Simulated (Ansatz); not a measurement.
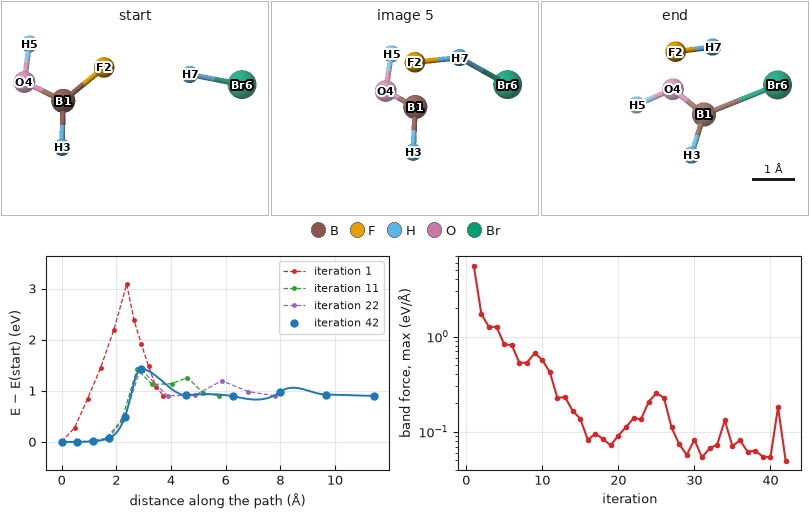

A search for the minimum-energy path of BH$_{3}$OBrF by the nudged elastic band. Images are numbered from 0 (start) to 10 (end). The plot follows the band through its iterations. A ball-and-stick model, seen at a tilt.

Theory: RKS B3LYP/def2-SVP in Ansatz. Settings: 9 movable images; climbing image; force threshold 0.05 eV/Å; iteration limit 60; spring constant 0.5 eV/Å²; starting path through a guess of the saddle point.

Did the band converge, and can the barrier be trusted?

The run is converged, with reservations. The band converged in 42 iterations. The largest component of the band force went from 5.6 to 0.05 eV/Å. The climbing image converged on the top of the path. Its curvatures weren't checked. The first iteration put the highest image at 3.09 eV. The highest point, image 5, lies 1.43 eV above the start and 0.53 eV above the end; the end is at +0.90 eV relative to the start.
